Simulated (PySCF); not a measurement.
Run report: GeBPH6, geometry relaxation

- system: GeBPH6
- method: PBE0-D3(BJ)/def2-SVP geometry optimisation, gas phase (PySCF 2.14.0)

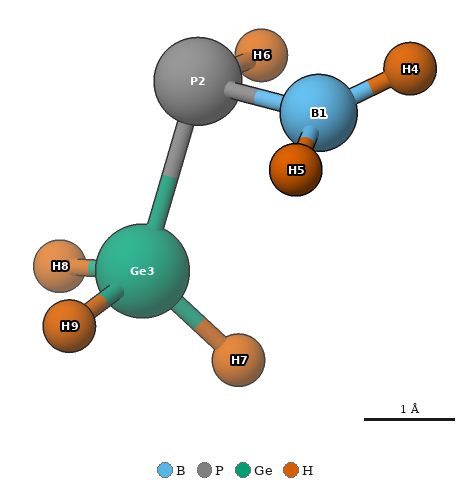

Figure 1. The structure as given in the input (ball-and-stick view, seen at a tilt; atoms are numbered from 1 in the order of the input). Sticks mark near contacts.

### Results in brief

- outcome: converged
- total energy: −2445.974888 hartree
- dipole moment: 1.15 D
- point group: C1
- hardware: 1 CPU thread, shared host
- wall time: 31 s
- peak memory: 0.4 GiB

### Input file
```
{"job": {"xc": "PBE0", "basis": "def2-SVP", "d3": "d3bj", "grid": 1, "maxiter": 30, "shake": 0.01, "kind": "geom"}, "charge": 0, "multiplicity": 1}
B     -1.715540    -0.377350    -0.280480
P     -0.625300     0.301700     1.023070
Ge     1.339860     0.424510    -0.110610
H     -2.375800    -1.283890    -0.090690
H     -1.851290     0.244270    -1.292170
H     -0.338230    -0.824050     1.765070
H      1.801150    -0.779730    -0.897340
H      2.474640     0.687500     0.883700
H      1.348320     1.589890    -1.034260
```

The first line tells a small driver script what to run in PySCF; the rest is the geometry in Å.

Launch command:
```bash
OMP_NUM_THREADS=1 python <driver script> task.json out
```

### Output
```
step   0  E = -2445.96684451  max force = 0.030644
step   1  E = -2445.97420644  max force = 0.005231
step   2  E = -2445.97461671  max force = 0.001247
step   3  E = -2445.97470875  max force = 0.001347
step   4  E = -2445.97478094  max force = 0.001657
step   5  E = -2445.97481541  max force = 0.000972
step   6  E = -2445.97484472  max force = 0.000350
step   7  E = -2445.97486473  max force = 0.000745
step   8  E = -2445.97487535  max force = 0.000727
step   9  E = -2445.97488134  max force = 0.000526
step  10  E = -2445.97488776  max force = 0.000302
optimisation converged
```

### Trajectory as extended XYZ (Å, eV, eV/Å), 11 frames, from step=0 to step=10
```
9
Properties=species:S:1:pos:R:3:forces:R:3 step=0 energy=-66558.14800
B    -1.7155   -0.3774   -0.2805    0.4372   1.2272  -0.6132
P    -0.6253    0.3017    1.0231    0.0732   0.7980   0.0503
Ge    1.3399    0.4245   -0.1106    0.7135   0.0266   0.3972
H    -2.3758   -1.2839   -0.0907   -1.0989  -1.5758   0.3378
H    -1.8513    0.2443   -1.2922    0.0668   0.1368  -0.3072
H    -0.3382   -0.8240    1.7651    0.1409  -0.8235   0.7202
H     1.8012   -0.7797   -0.8973   -0.1287  -0.5871  -0.2608
H     2.4746    0.6875    0.8837    0.0279   0.0154   0.3047
H     1.3483    1.5899   -1.0343   -0.2318   0.7823  -0.6290
9
Properties=species:S:1:pos:R:3:forces:R:3 step=1 energy=-66558.34833
B    -1.8343   -0.4691   -0.3436   -0.1196  -0.2690   0.0912
P    -0.7299    0.1990    0.9972    0.1121  -0.1867   0.1375
Ge    1.2966    0.4828   -0.0857    0.0151   0.0152  -0.1825
H    -2.5502   -1.4300   -0.1331    0.1019   0.2085  -0.0246
H    -1.9088    0.1257   -1.3872   -0.0021   0.0670  -0.0842
H    -0.4413   -0.9534    1.8001   -0.0669   0.2036  -0.1151
H     1.6672   -0.7868   -0.8945    0.0196   0.1902   0.0720
H     2.3691    0.7401    0.9933   -0.0530  -0.0028  -0.0690
H     1.1778    1.7073   -1.0327   -0.0069  -0.2261   0.1746
9
Properties=species:S:1:pos:R:3:forces:R:3 step=2 energy=-66558.35949
B    -1.8350   -0.4753   -0.3424   -0.0606  -0.0156   0.0280
P    -0.7221    0.1837    0.9971    0.0641  -0.0630  -0.0307
Ge    1.3000    0.4743   -0.0889   -0.0327  -0.0066   0.0100
H    -2.5751   -1.4057   -0.1246    0.0218   0.0425  -0.0045
H    -1.9024    0.1245   -1.3888    0.0210  -0.0006  -0.0036
H    -0.4453   -0.9559    1.8034   -0.0240   0.0274   0.0029
H     1.7025   -0.7686   -0.9014    0.0242   0.0032  -0.0086
H     2.3676    0.7531    0.9815    0.0124   0.0091   0.0072
H     1.1558    1.6855   -1.0220   -0.0262   0.0037  -0.0007
9
Properties=species:S:1:pos:R:3:forces:R:3 step=3 energy=-66558.36199
B    -1.8394   -0.4759   -0.3376    0.0072   0.0556  -0.0061
P    -0.7128    0.1684    0.9972    0.0214  -0.0342  -0.0693
Ge    1.3034    0.4697   -0.0922   -0.0123   0.0000   0.0476
H    -2.5993   -1.3858   -0.1192   -0.0189  -0.0155   0.0183
H    -1.8883    0.1203   -1.3879    0.0097  -0.0063   0.0143
H    -0.4487   -0.9657    1.8102   -0.0051  -0.0199   0.0311
H     1.7291   -0.7613   -0.9088    0.0108  -0.0232  -0.0101
H     2.3708    0.7686    0.9737    0.0078   0.0074   0.0020
H     1.1312    1.6773   -1.0217   -0.0207   0.0361  -0.0280
9
Properties=species:S:1:pos:R:3:forces:R:3 step=4 energy=-66558.36396
B    -1.8460   -0.4754   -0.3331    0.0358   0.0852   0.0072
P    -0.6969    0.1392    0.9932   -0.0085  -0.0195  -0.0739
Ge    1.3110    0.4656   -0.0970    0.0133   0.0212   0.0418
H    -2.6353   -1.3541   -0.1000   -0.0398  -0.0479   0.0090
H    -1.8780    0.1175   -1.3862   -0.0014  -0.0127   0.0197
H    -0.4497   -0.9898    1.8167    0.0083  -0.0318   0.0247
H     1.7707   -0.7528   -0.9149   -0.0070  -0.0258   0.0006
H     2.3755    0.7987    0.9622    0.0040   0.0068  -0.0046
H     1.0946    1.6667   -1.0271   -0.0048   0.0246  -0.0244
9
Properties=species:S:1:pos:R:3:forces:R:3 step=5 energy=-66558.36490
B    -1.8551   -0.4739   -0.3260    0.0350   0.0500   0.0027
P    -0.6836    0.1153    0.9886   -0.0231  -0.0258  -0.0330
Ge    1.3185    0.4661   -0.1006    0.0151   0.0246   0.0120
H    -2.6626   -1.3361   -0.0880   -0.0192  -0.0269   0.0121
H    -1.8804    0.1204   -1.3776   -0.0124  -0.0007   0.0071
H    -0.4424   -1.0127    1.8161    0.0124  -0.0149   0.0070
H     1.7999   -0.7494   -0.9117   -0.0109  -0.0161   0.0076
H     2.3803    0.8288    0.9516   -0.0034   0.0054  -0.0047
H     1.0714    1.6571   -1.0386    0.0065   0.0043  -0.0108
9
Properties=species:S:1:pos:R:3:forces:R:3 step=6 energy=-66558.36570
B    -1.8668   -0.4711   -0.3186   -0.0002   0.0015   0.0180
P    -0.6688    0.0870    0.9805   -0.0092  -0.0108   0.0097
Ge    1.3274    0.4692   -0.1058    0.0093   0.0166  -0.0159
H    -2.6846   -1.3219   -0.0669    0.0058  -0.0006  -0.0064
H    -1.9032    0.1326   -1.3638   -0.0114   0.0026  -0.0002
H    -0.4248   -1.0422    1.8066    0.0075   0.0017  -0.0157
H     1.8317   -0.7492   -0.9002   -0.0083   0.0000   0.0114
H     2.3818    0.8673    0.9410   -0.0065   0.0036  -0.0036
H     1.0536    1.6439   -1.0589    0.0129  -0.0147   0.0027
9
Properties=species:S:1:pos:R:3:forces:R:3 step=7 energy=-66558.36624
B    -1.8779   -0.4684   -0.3090   -0.0173  -0.0298   0.0049
P    -0.6586    0.0698    0.9753    0.0024   0.0045   0.0383
Ge    1.3330    0.4731   -0.1116   -0.0028   0.0007  -0.0258
H    -2.6943   -1.3210   -0.0543    0.0203   0.0175  -0.0037
H    -1.9317    0.1486   -1.3452   -0.0071   0.0081  -0.0056
H    -0.4037   -1.0632    1.7933    0.0020   0.0063  -0.0217
H     1.8512   -0.7526   -0.8855   -0.0009   0.0078   0.0071
H     2.3797    0.8979    0.9320   -0.0052   0.0029   0.0000
H     1.0483    1.6315   -1.0814    0.0086  -0.0180   0.0065
9
Properties=species:S:1:pos:R:3:forces:R:3 step=8 energy=-66558.36653
B    -1.8846   -0.4662   -0.3009   -0.0197  -0.0262  -0.0028
P    -0.6523    0.0619    0.9740    0.0124   0.0206   0.0374
Ge    1.3349    0.4754   -0.1174   -0.0060  -0.0091  -0.0143
H    -2.6936   -1.3247   -0.0438    0.0128   0.0130  -0.0033
H    -1.9570    0.1631   -1.3288    0.0004   0.0031  -0.0023
H    -0.3859   -1.0759    1.7808   -0.0027  -0.0012  -0.0167
H     1.8619   -0.7569   -0.8741    0.0038   0.0065   0.0014
H     2.3756    0.9182    0.9245   -0.0013   0.0027  -0.0006
H     1.0472    1.6205   -1.1007    0.0001  -0.0095   0.0013
9
Properties=species:S:1:pos:R:3:forces:R:3 step=9 energy=-66558.36669
B    -1.8880   -0.4643   -0.2925   -0.0065  -0.0089  -0.0128
P    -0.6477    0.0599    0.9770    0.0098   0.0222   0.0270
Ge    1.3345    0.4761   -0.1230   -0.0056  -0.0110  -0.0027
H    -2.6908   -1.3280   -0.0364    0.0017   0.0027   0.0029
H    -1.9717    0.1730   -1.3148    0.0028  -0.0005   0.0006
H    -0.3733   -1.0834    1.7725   -0.0032  -0.0077  -0.0068
H     1.8667   -0.7606   -0.8680    0.0050   0.0010  -0.0022
H     2.3732    0.9323    0.9152    0.0018   0.0025  -0.0018
H     1.0431    1.6106   -1.1162   -0.0059  -0.0002  -0.0043
9
Properties=species:S:1:pos:R:3:forces:R:3 step=10 energy=-66558.36687
B    -1.8898   -0.4613   -0.2801    0.0094   0.0131  -0.0152
P    -0.6408    0.0586    0.9842    0.0032   0.0155   0.0102
Ge    1.3326    0.4756   -0.1313   -0.0012  -0.0071   0.0069
H    -2.6864   -1.3296   -0.0242   -0.0104  -0.0096   0.0059
H    -1.9844    0.1839   -1.2967    0.0034  -0.0052   0.0037
H    -0.3588   -1.0929    1.7647   -0.0026  -0.0111   0.0039
H     1.8711   -0.7656   -0.8637    0.0031  -0.0049  -0.0033
H     2.3721    0.9509    0.8975    0.0046   0.0019  -0.0039
H     1.0305    1.5958   -1.1367   -0.0094   0.0075  -0.0082
```

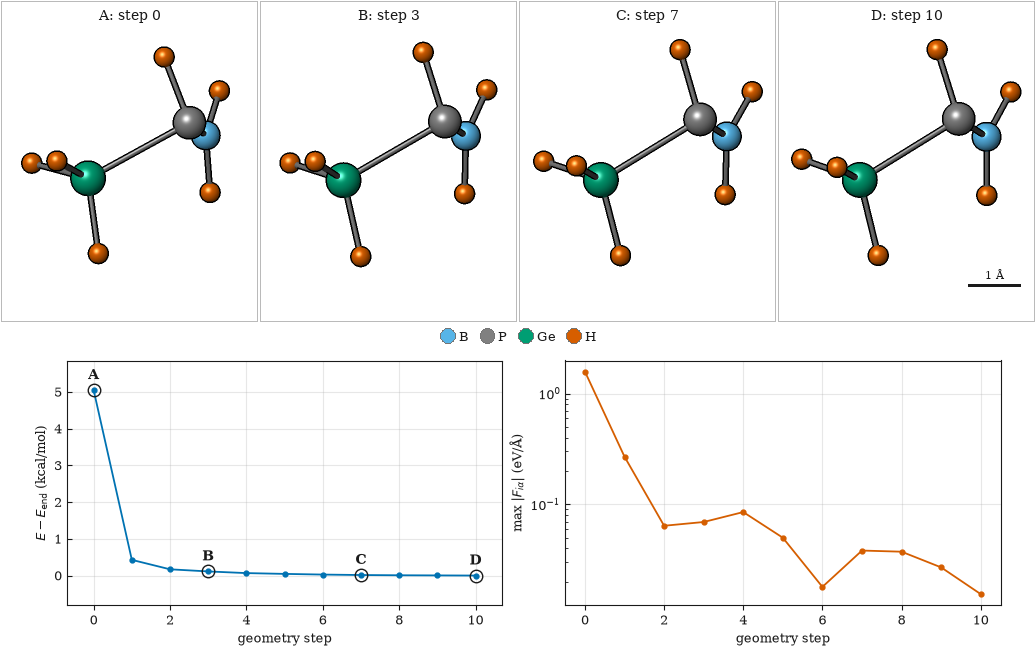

Figure 2. Frames of the relaxation (ball-and-stick view, seen at a tilt) above the curves, on which the letters mark them (steps are counted from 0).

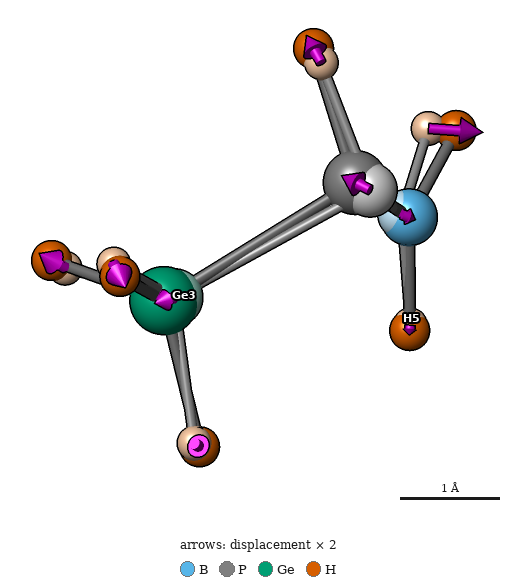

Figure 3. Start (faint) and end (solid) with the displacements as pink arrows, magnified 2 times (ball-and-stick view, seen at a tilt). The two geometries are laid on each other by the best rigid fit. The atom that moves furthest after the best rigid fit is H4 (0.28 Å). Largest moves by element: H 0.28 Å, P 0.19 Å, Ge 0.13 Å, B 0.08 Å. Among the contacts that change: B1–H4 1.137 → 1.206 Å, Ge3–H9 1.487 → 1.535 Å, P2–H6 1.379 → 1.419 Å, P2–Ge3 2.272 → 2.305 Å. Among the angles that change: B1–P2–Ge3 100.4° → 107.3°, Ge3–P2–H6 97.6° → 104.1°, P2–Ge3–H7 118.7° → 112.6°. Over 10 geometry steps the energy falls by 5.05 kcal/mol. Largest force component: 1.6 eV/Å at the start, 0.015 eV/Å at the end. (Atoms are counted from 1 in the order of the input.)
